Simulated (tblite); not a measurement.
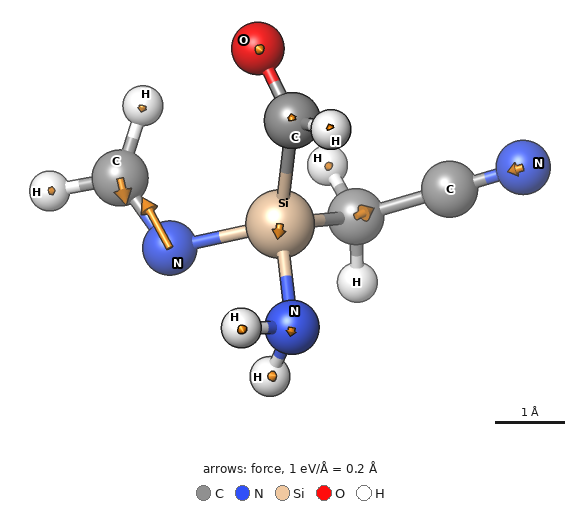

Starting geometry of C₄H₇N₃OSi with the computed forces as orange arrows. The picture is a ball-and-stick view, seen at a tilt.

The calculation used GFN2-xTB geometry optimisation, gas phase (tblite). 

### Is this structure relaxed? If not, where do the atoms go?

It isn't relaxed: the largest force vector, on an N atom, is 4.50 eV/Å. The final displacements have little in common with the starting forces (cosine between the two patterns 0.22). An N atom moves most after the best rigid fit: 3.14 Å. By element the largest moves are N 3.14 Å, H 2.18 Å, C 1.47 Å, O 0.56 Å, Si 0.20 Å. Near-neighbour distances that change, for instance: C–Si 1.861 → 1.917 Å, C–N 1.306 → 1.251 Å, C–C 1.465 → 1.426 Å, H–N 1.030 → 1.008 Å. Among the angles between lasting bonds that change: N–Si–N 94.3° → 114.2°, C–N–Si 116.7° → 133.7°, Si–N–H 105.4° → 120.5°. Groups turn about C–Si by about 115°, N–Si by about 25°. The energy falls by 19.1 kcal/mol in 267 geometry steps. The run took 3.6 s on 1 thread of Arm Neoverse N1, with other jobs on the host.
